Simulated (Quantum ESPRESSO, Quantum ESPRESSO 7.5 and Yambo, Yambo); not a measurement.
## SiC (F-43m): G0W0 with Yambo, start to end

Aim: the G0W0 gap of SiC (F-43m) on PBE, step by step.

Calculated with Quantum ESPRESSO 7.5 and Yambo 5.3.0; PBE and many-body steps on it, plane waves.

**What was measured.**

- Gap 2.4 eV: Tauc optical (indirect) gap of annealed polycrystalline 3C-SiC; UV-VIS spectroscopic ellipsometry, Tauc analysis; film (CVD ultrathin polycrystalline film, annealed, about 5 nm grains) (“On-Demand CMOS-Compatible Fabrication of Ultrathin Self-Aligned SiC Nanowire Arrays”, 2018, pmc:6267454).

- Gap 2.39 eV: band gap at cryogenic temperature; bulk crystal (literature value) (quoted in “Silicon carbide diodes for neutron detection”, 2020, arxiv:2009.14696).

### 1. Set-up

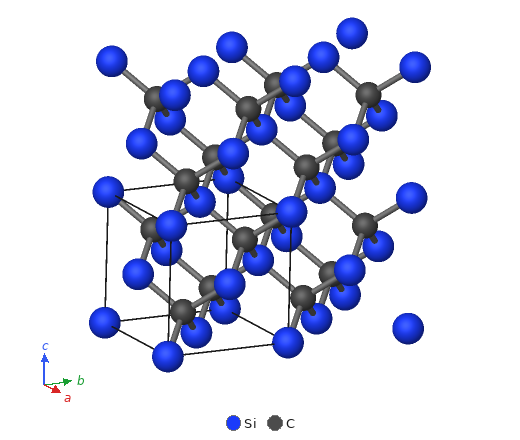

The cell as given, slightly off an axis (silicon blue, carbon dark grey). 1×2×2 cells are drawn. This picture shows the conventional cell, with its axes. Bonds to atoms that aren't drawn are left out. Some periodic images of atoms are drawn too.

The cell and positions come from the Crystallography Open Database and are kept as given unless a step says otherwise.

### 2. Ground state

This step: Quantum ESPRESSO 7.5; DFT, PBE, plane waves, norm-conserving pseudopotentials.

The ground-state density comes first.

Contents of pw.in:

```
&control
  calculation = 'scf'
  prefix = 'x'
  outdir = 'o'
  pseudo_dir = 'pseudo'
/
&system
  ibrav = 0
  nat = 2
  ntyp = 2
  ecutwfc = 74.0
  nbnd = 9
  force_symmorphic = .true.
/
&electrons
  conv_thr = 1e-10
  electron_maxstep = 80
  mixing_beta = 0.5
/
ATOMIC_SPECIES
  Si 28.085 Si.upf
  C 12.011 C.upf
CELL_PARAMETERS angstrom
  -0.0000000000 2.1790000000 2.1790000000
  2.1790000000 -0.0000000000 2.1790000000
  2.1790000000 2.1790000000 -0.0000000000
ATOMIC_POSITIONS crystal
  Si 0.0000000000 0.0000000000 0.0000000000
  C 0.2500000000 0.2500000000 0.2500000000
K_POINTS automatic
  8 8 8 0 0 0
```

Command:

```sh
> OMP_NUM_THREADS=1 mpirun -n 8 pw.x -nk 8 -in pw.in > pw.out
```

The log of the run:

```text
Program PWSCF v.7.5 starts

     This program is part of the open-source Quantum ESPRESSO suite
     for quantum simulation of materials; please cite
         "P. Giannozzi et al., J. Phys.:Condens. Matter 21 395502 (2009);
         "P. Giannozzi et al., J. Phys.:Condens. Matter 29 465901 (2017);
         "P. Giannozzi et al., J. Chem. Phys. 152 154105 (2020);
     in publications or presentations arising from this work. More details at
     Message from routine setup:
     using ibrav=0 with symmetry is DISCOURAGED, use correct ibrav instead

     G-vector sticks info

     bravais-lattice index     =            0
     lattice parameter (alat)  =       5.8233  a.u.
     unit-cell volume          =     139.6363 (a.u.)^3
     number of atoms/cell      =            2
     number of atomic types    =            2
     number of electrons       =         8.00
     number of Kohn-Sham states=            9
     kinetic-energy cutoff     =      74.0000  Ry
     charge density cutoff     =     296.0000  Ry
     scf convergence threshold =      1.0E-10
     mixing beta               =       0.5000
     number of iterations used =            8  plain     mixing
     Exchange-correlation= PBE
                           (   1   4   3   4   0   0   0)

     celldm(1)=   5.823326  celldm(2)=   0.000000  celldm(3)=   0.000000
     celldm(4)=   0.000000  celldm(5)=   0.000000  celldm(6)=   0.000000

     crystal axes: (cart. coord. in units of alat)
               a(1) = (  -0.000000   0.707107   0.707107 )
               a(2) = (   0.707107  -0.000000   0.707107 )
               a(3) = (   0.707107   0.707107  -0.000000 )

     reciprocal axes: (cart. coord. in units 2 pi/alat)
               b(1) = ( -0.707107  0.707107  0.707107 )
               b(2) = (  0.707107 -0.707107  0.707107 )
               b(3) = (  0.707107  0.707107 -0.707107 )
     Pseudo is Norm-conserving + core correction, Zval =  4.0
     Generated using ONCVPSP code by D. R. Hamann
     Using radial grid of 1510 points,  6 beta functions with:
     Pseudo is Norm-conserving + core correction, Zval =  4.0
     Generated using ONCVPSP code by D. R. Hamann
     Using radial grid of 1248 points,  4 beta functions with:
     Si                4.00    28.08500     Si( 1.00)
     C                 4.00    12.01100     C ( 1.00)

     24 Sym. Ops. (no inversion) found

   Cartesian axes

     site n.     atom                  positions (alat units)
         1        Si     tau(   1) = (   0.0000000   0.0000000   0.0000000  )
         2        C      tau(   2) = (   0.3535534   0.3535534   0.3535534  )

     number of k points=    29
                       cart. coord. in units 2pi/alat
        k(    1) = (   0.0000000   0.0000000   0.0000000), wk =   0.0039062
        k(    2) = (   0.0883883   0.0883883  -0.0883883), wk =   0.0312500
        k(    3) = (   0.1767767   0.1767767  -0.1767767), wk =   0.0312500
        k(    4) = (   0.2651650   0.2651650  -0.2651650), wk =   0.0312500
        k(    5) = (  -0.3535534  -0.3535534   0.3535534), wk =   0.0156250
        k(    6) = (   0.1767767   0.0000000   0.0000000), wk =   0.0234375
        k(    7) = (   0.2651650   0.0883883  -0.0883883), wk =   0.0937500
        k(    8) = (   0.3535534   0.1767767  -0.1767767), wk =   0.0937500
        k(    9) = (  -0.2651650  -0.4419417   0.4419417), wk =   0.0937500
        k(   10) = (  -0.1767767  -0.3535534   0.3535534), wk =   0.0937500
     [... 17 further rows ...]
        k(   28) = (  -0.7071068   0.1767767  -0.0000000), wk =   0.0468750
        k(   29) = (  -0.7071068   0.3535534   0.0000000), wk =   0.0234375

     Dense  grid:    12039 G-vectors     FFT dimensions: (  32,  32,  32)

     Initial potential from superposition of free atoms

     starting charge       7.9993, renormalised to       8.0000
     Starting wfcs are    8 randomized atomic wfcs +    1 random wfcs

     per-process dynamical memory:    11.7 Mb

     Self-consistent Calculation

     iteration #  1     ecut=    74.00 Ry     beta= 0.50

     total energy              =     -20.43214715 Ry
     estimated scf accuracy    <       0.43896864 Ry

     iteration #  2     ecut=    74.00 Ry     beta= 0.50

     total energy              =     -20.53625388 Ry
     estimated scf accuracy    <       0.02291801 Ry

     iteration #  3     ecut=    74.00 Ry     beta= 0.50

     total energy              =     -20.53952146 Ry
     estimated scf accuracy    <       0.00318189 Ry

     iteration #  4     ecut=    74.00 Ry     beta= 0.50

     total energy              =     -20.53967056 Ry
     estimated scf accuracy    <       0.00027719 Ry

     iteration #  5     ecut=    74.00 Ry     beta= 0.50

     total energy              =     -20.53974169 Ry
     estimated scf accuracy    <       0.00000971 Ry

     iteration #  6     ecut=    74.00 Ry     beta= 0.50

     total energy              =     -20.53974431 Ry
     estimated scf accuracy    <       0.00000039 Ry

     iteration #  7     ecut=    74.00 Ry     beta= 0.50

     total energy              =     -20.53974433 Ry
     estimated scf accuracy    <       0.00000009 Ry

     iteration #  8     ecut=    74.00 Ry     beta= 0.50

     total energy              =     -20.53974435 Ry
     estimated scf accuracy    <          7.0E-10 Ry

     iteration #  9     ecut=    74.00 Ry     beta= 0.50

     total energy              =     -20.53974435 Ry
     estimated scf accuracy    <          2.5E-10 Ry

     iteration # 10     ecut=    74.00 Ry     beta= 0.50

     End of self-consistent calculation

          k = 0.0000 0.0000 0.0000 (  1459 PWs)   bands (ev):

    -5.9135   9.4961   9.4961   9.4961  15.7194  16.8073  16.8073  16.8073
    24.0247

          k = 0.0884 0.0884-0.0884 (  1468 PWs)   bands (ev):

    -5.6090   8.0101   9.2947   9.2947  15.9644  17.1576  17.1576  17.3274
    22.8086

          k = 0.1768 0.1768-0.1768 (  1489 PWs)   bands (ev):

    -4.7185   5.1994   8.8888   8.8888  15.4830  17.4074  17.4074  18.8439
    22.6373

          k = 0.2652 0.2652-0.2652 (  1498 PWs)   bands (ev):

     [... further k-points ...]

     highest occupied, lowest unoccupied level (ev):     9.4961   10.8574

!    total energy              =     -20.53974435 Ry
     estimated scf accuracy    <          1.1E-11 Ry

     The total energy is the sum of the following terms:
     one-electron contribution =       5.61545042 Ry
     hartree contribution      =       2.33399762 Ry
     xc contribution           =      -7.55797062 Ry
     ewald contribution        =     -20.93122177 Ry

     convergence has been achieved in  10 iterations

     XML data file, charge density, pseudopotentials, collected wavefunctions

=------------------------------------------------------------------------------=
   JOB DONE.
=------------------------------------------------------------------------------=
```

It took 1.8 s on 8 MPI ranks of Arm Neoverse V1, shared host; peak memory 0.05 GiB.

This step gave:

```
total energy               : -279.4575 eV
gap                        : 1.361 eV
k of the valence top       : 0, 0, 0
k of the conduction bottom : 0, -0.5, -0.5
least direct gap           : 4.553 eV
```

The gap is indirect, with the least direct gap 3.19 eV higher.

### 3. Bands along the symmetry lines

Levels along a band path, at the cheap level, show where the edges lie and whether the meshes to come will hold them.

Contents of pw.in:

```
&control
  calculation = 'bands'
  prefix = 'x'
  outdir = 'o'
  pseudo_dir = 'pseudo'
/
&system
  ibrav = 0
  nat = 2
  ntyp = 2
  ecutwfc = 74.0
  nbnd = 10
  force_symmorphic = .true.
/
&electrons
  conv_thr = 1e-9
  electron_maxstep = 80
  diago_full_acc = .true.
  diago_thr_init = 5e-6
/
ATOMIC_SPECIES
  Si 28.085 Si.upf
  C 12.011 C.upf
CELL_PARAMETERS angstrom
  -0.0000000000 2.1790000000 2.1790000000
  2.1790000000 -0.0000000000 2.1790000000
  2.1790000000 2.1790000000 -0.0000000000
ATOMIC_POSITIONS crystal
  Si 0.0000000000 0.0000000000 0.0000000000
  C 0.2500000000 0.2500000000 0.2500000000
K_POINTS crystal
  50
  0.00000000 0.00000000 0.00000000 1
  -0.06250000 -0.06250000 0.00000000 1
  -0.12500000 -0.12500000 0.00000000 1
  -0.18750000 -0.18750000 0.00000000 1
  -0.25000000 -0.25000000 0.00000000 1
  -0.31250000 -0.31250000 0.00000000 1
  -0.37500000 -0.37500000 0.00000000 1
  -0.43750000 -0.43750000 0.00000000 1
  -0.50000000 -0.50000000 0.00000000 1
  -0.48437500 -0.48437500 0.03125000 1
  -0.46875000 -0.46875000 0.06250000 1
  -0.45312500 -0.45312500 0.09375000 1
  -0.43750000 -0.43750000 0.12500000 1
  -0.42187500 -0.42187500 0.15625000 1
  -0.40625000 -0.40625000 0.18750000 1
  -0.39062500 -0.39062500 0.21875000 1
  -0.37500000 -0.37500000 0.25000000 1
  -0.37500000 0.00000000 0.37500000 1
  -0.32812500 0.00000000 0.32812500 1
  -0.28125000 0.00000000 0.28125000 1
  -0.23437500 0.00000000 0.23437500 1
  -0.18750000 0.00000000 0.18750000 1
  -0.14062500 0.00000000 0.14062500 1
  -0.09375000 0.00000000 0.09375000 1
  -0.04687500 0.00000000 0.04687500 1
  0.00000000 0.00000000 0.00000000 1
  0.00000000 0.00000000 0.06250000 1
  0.00000000 0.00000000 0.12500000 1
  0.00000000 0.00000000 0.18750000 1
  0.00000000 0.00000000 0.25000000 1
  0.00000000 0.00000000 0.31250000 1
  0.00000000 0.00000000 0.37500000 1
  0.00000000 0.00000000 0.43750000 1
  0.00000000 0.00000000 0.50000000 1
  -0.06250000 -0.03125000 0.46875000 1
  -0.12500000 -0.06250000 0.43750000 1
  -0.18750000 -0.09375000 0.40625000 1
  -0.25000000 -0.12500000 0.37500000 1
  -0.31250000 -0.15625000 0.34375000 1
  -0.37500000 -0.18750000 0.31250000 1
  -0.43750000 -0.21875000 0.28125000 1
  -0.50000000 -0.25000000 0.25000000 1
  -0.50000000 -0.28125000 0.21875000 1
  -0.50000000 -0.31250000 0.18750000 1
  -0.50000000 -0.34375000 0.15625000 1
  -0.50000000 -0.37500000 0.12500000 1
  -0.50000000 -0.40625000 0.09375000 1
  -0.50000000 -0.43750000 0.06250000 1
  -0.50000000 -0.46875000 0.03125000 1
  -0.50000000 -0.50000000 0.00000000 1
```

The log of the run:

```text
[banner, memory and clock lines left out]
Program PWSCF v.7.5 starts

     Atomic positions and unit cell read from directory:
     o/x.save/

     Message from routine setup:
     using ibrav=0 with symmetry is DISCOURAGED, use correct ibrav instead

     G-vector sticks info

     bravais-lattice index     =            0
     lattice parameter (alat)  =       5.8233  a.u.
     unit-cell volume          =     139.6363 (a.u.)^3
     number of atoms/cell      =            2
     number of atomic types    =            2
     number of electrons       =         8.00
     number of Kohn-Sham states=           10
     kinetic-energy cutoff     =      74.0000  Ry
     charge density cutoff     =     296.0000  Ry
     Exchange-correlation= PBE
                           (   1   4   3   4   0   0   0)

     celldm(1)=   5.823326  celldm(2)=   0.000000  celldm(3)=   0.000000
     celldm(4)=   0.000000  celldm(5)=   0.000000  celldm(6)=   0.000000

     crystal axes: (cart. coord. in units of alat)
               a(1) = (  -0.000000   0.707107   0.707107 )
               a(2) = (   0.707107  -0.000000   0.707107 )
               a(3) = (   0.707107   0.707107  -0.000000 )

     reciprocal axes: (cart. coord. in units 2 pi/alat)
               b(1) = ( -0.707107  0.707107  0.707107 )
               b(2) = (  0.707107 -0.707107  0.707107 )
               b(3) = (  0.707107  0.707107 -0.707107 )
     Pseudo is Norm-conserving + core correction, Zval =  4.0
     Generated using ONCVPSP code by D. R. Hamann
     Using radial grid of 1510 points,  6 beta functions with:
     Pseudo is Norm-conserving + core correction, Zval =  4.0
     Generated using ONCVPSP code by D. R. Hamann
     Using radial grid of 1248 points,  4 beta functions with:
     Si                4.00    28.08500     Si( 1.00)
     C                 4.00    12.01100     C ( 1.00)

     24 Sym. Ops. (no inversion) found

   Cartesian axes

     site n.     atom                  positions (alat units)
         1        Si     tau(   1) = (   0.0000000   0.0000000   0.0000000  )
         2        C      tau(   2) = (   0.3535534   0.3535534   0.3535534  )

     number of k points=    50
                       cart. coord. in units 2pi/alat
        k(    1) = (   0.0000000   0.0000000   0.0000000), wk =   0.0400000
        k(    2) = (   0.0000000   0.0000000  -0.0883883), wk =   0.0400000
        k(    3) = (   0.0000000   0.0000000  -0.1767767), wk =   0.0400000
[...]
[... 38 further rows ...]
        k(   49) = (   0.0441942  -0.0000000  -0.7071068), wk =   0.0400000
        k(   50) = (   0.0000000   0.0000000  -0.7071068), wk =   0.0400000

     Dense  grid:    12039 G-vectors     FFT dimensions: (  32,  32,  32)

     The potential is recalculated from file :
     o/x.save/charge-density

     Starting wfcs are    8 randomized atomic wfcs +    2 random wfcs

     Band Structure Calculation

     End of band structure calculation

          k = 0.0000 0.0000 0.0000 (  1459 PWs)   bands (ev):

    -5.9135   9.4961   9.4961   9.4961  15.7194  16.8074  16.8074  16.8074
    24.0247  24.0247

          k = 0.0000 0.0000-0.0884 (  1463 PWs)   bands (ev):

    -5.8116   9.1779   9.2976   9.2976  15.9821  16.5572  17.0972  17.0972
    22.7759  24.1392

          k = 0.0000 0.0000-0.1768 (  1483 PWs)   bands (ev):

    -5.5074   8.3793   8.7981   8.7981  15.6821  16.7096  17.8632  17.8632
    21.0093  24.4815

          k =-0.0000 0.0000-0.2652 (  1483 PWs)   bands (ev):

[...]
k = 0.0000 0.0000-0.3536 (  1491 PWs)   bands (ev):

[...]
k = 0.0000-0.0000-0.4419 (  1495 PWs)   bands (ev):

[...]
k =-0.0000 0.0000-0.5303 (  1512 PWs)   bands (ev):

[...]
k = 0.0000-0.0000-0.6187 (  1508 PWs)   bands (ev):

[...]
k = 0.5303-0.0000-0.5303 (  1514 PWs)   bands (ev):

[...]
k = 0.0000 0.0000 0.0000 (  1459 PWs)   bands (ev):

[...]
k = 0.1326 0.0000-0.7071 (  1510 PWs)   bands (ev):

[...]
k = 0.0884-0.0000-0.7071 (  1518 PWs)   bands (ev):

[...]
k = 0.0442-0.0000-0.7071 (  1516 PWs)   bands (ev):

    -0.8889   1.7141   6.2251   6.2343  10.9909  13.9495  23.3378  23.5034
    24.1814  29.2234

          k = 0.0000 0.0000-0.7071 (  1524 PWs)   bands (ev):

    -0.8969   1.6936   6.3045   6.3045  10.8574  13.8294  23.4966  23.4966
    24.2654  29.5334

     XML data file, pseudopotentials, collected wavefunctions
```

Elapsed: 1.8 s, on 8 MPI ranks; peak memory 0.05 GiB; 11 s of CPU time.

Numbers from this step:

- gap: 1.361 eV
- k of the valence top: 0, 0, 0
- k of the conduction bottom: -0.5, -0.5, 0
- least direct gap: 4.553 eV

The gap is 1.361 eV, as in the run before at this level.

The electronic bands at the labelled points (eV, zero at the top of the highest filled band; v1 is the highest filled band, c1 the lowest empty one):

| point | v4 | v3 | v2 | v1 | c1 | c2 | c3 | c4 |
| --- | --- | --- | --- | --- | --- | --- | --- | --- |
| Γ | -15.41 | 0.00 | 0.00 | 0.00 | 6.22 | 7.31 | 7.31 | 7.31 |
| X | -10.39 | -7.80 | -3.19 | -3.19 | 1.36 | 4.33 | 14.00 | 14.00 |
| U | -10.39 | -7.28 | -5.55 | -2.60 | 3.11 | 7.78 | 11.84 | 12.45 |
| jump to K | -10.39 | -7.28 | -5.55 | -2.60 | 3.11 | 7.78 | 11.84 | 12.45 |
| Γ | -15.41 | 0.00 | 0.00 | 0.00 | 6.22 | 7.31 | 7.31 | 7.31 |
| L | -11.84 | -8.54 | -1.05 | -1.05 | 5.43 | 7.23 | 7.23 | 10.05 |
| W | -10.16 | -7.03 | -4.99 | -4.69 | 5.21 | 9.44 | 9.45 | 9.79 |
| X | -10.39 | -7.80 | -3.19 | -3.19 | 1.36 | 4.33 | 14.00 | 14.00 |

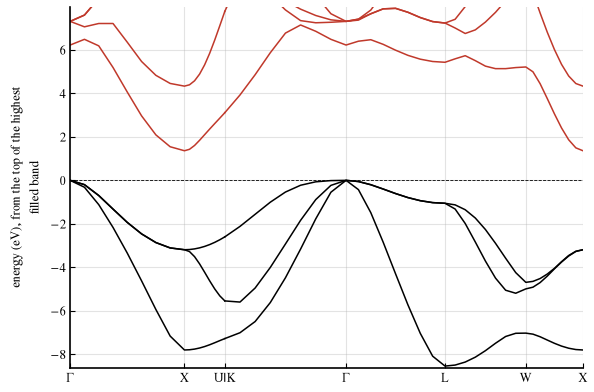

Electronic bands along the path; lines of filled and empty bands in two colours.

[end of part 1 of 3]

[Paths, hosts, dates, memory and timing lines, banners, echoed tables and standing remarks are left out of the program output.]

[Logs are printed without paths, hosts, clocks, repeated set-up lines and the standing remarks that a program may print on its own settings, such as how far it seeks lower states.]

[Runs of the session that timed out or met a known fault of the program may be left out.]

[Hosts, paths, dates, database ids (printed as entryN), source tags and the programs' standing remarks are cut or masked in the printed files.]
